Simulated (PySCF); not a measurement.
Consider C$_{4}$H$_{15}$NOSi$_{3}$ (SMILES N[SiH2][SiH2]O[SiH]1CCCC1).

Input file:

```
{"job": {"kind": "nmr", "xc": "PBE0", "basis": "pcSseg-1"}, "charge": 0, "multiplicity": 1}
N      5.015538     0.447509     0.148998
Si     3.741936    -0.546277    -0.466189
Si     1.808389     0.538764     0.114000
O      0.642210    -0.470983    -0.421395
Si    -0.904696    -0.899413    -0.647359
C     -1.978670    -0.818764     0.920860
C     -3.258027    -0.119245     0.456450
C     -2.860533     0.993153    -0.511220
C     -1.951739     0.385423    -1.584646
H      5.967163     0.210500    -0.078789
H      4.974454     0.772018     1.101179
H      3.823903    -1.951511    -0.001296
H      4.054671    -0.615255    -1.902508
H      1.545602     1.849573    -0.501281
H      1.555428     0.742277     1.553489
H     -0.784485    -2.212514    -1.278606
H     -2.206628    -1.784448     1.367374
H     -1.489604    -0.219699     1.690712
H     -3.888173    -0.838641    -0.071923
H     -3.831379     0.276359     1.297551
H     -3.742083     1.465887    -0.949750
H     -2.308044     1.758364     0.038815
H     -2.563669    -0.100737    -2.344587
H     -1.373299     1.157424    -2.088856
```

Command:

```sh
OMP_NUM_THREADS=1 python probes_run.py task.json out
```

Geometry: GFN2-xTB.

Level of theory: PBE0/pcSseg-1, SCF density, gas phase, non-relativistic in PySCF.

Question: Predict the electron density and electron localisation function between the atoms.

Answer: Si–O (1.62 Å): ρ is about 1.1 e/Å³ halfway; the ELF peaks at about 0.85 between the atoms; a polar covalent bond.
Si–N (1.73 Å): ρ at the midpoint is about 1.1 e/Å³; the ELF peaks at about 0.90 between the atoms, as expected for a shared but strongly polarised pair.
Si–Si (2.29 Å): the density is about 0.72 e/Å³ at the midpoint; the ELF peaks at about 1 between the atoms: localised, covalent bonding.
N–H (1.01 Å): the density is about 2.8 e/Å³ at the midpoint; the ELF climbs to about 1 towards the hydrogen, as it does in any bond to H: a covalent bond by its length.

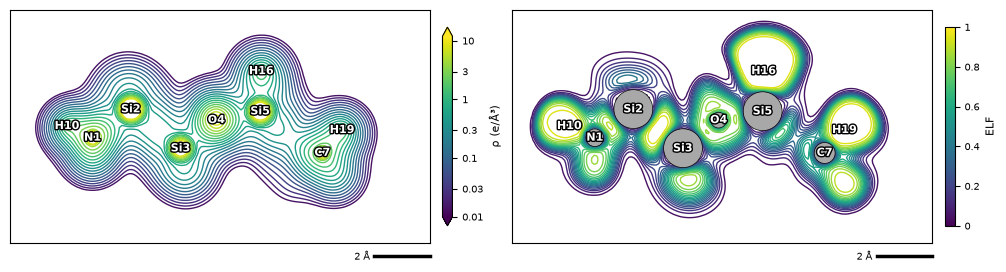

Computed electron density and electron localisation function on the plane of atoms Si2, N1 and H10, in this order. Grey discs cover the atomic cores in the ELF map. 
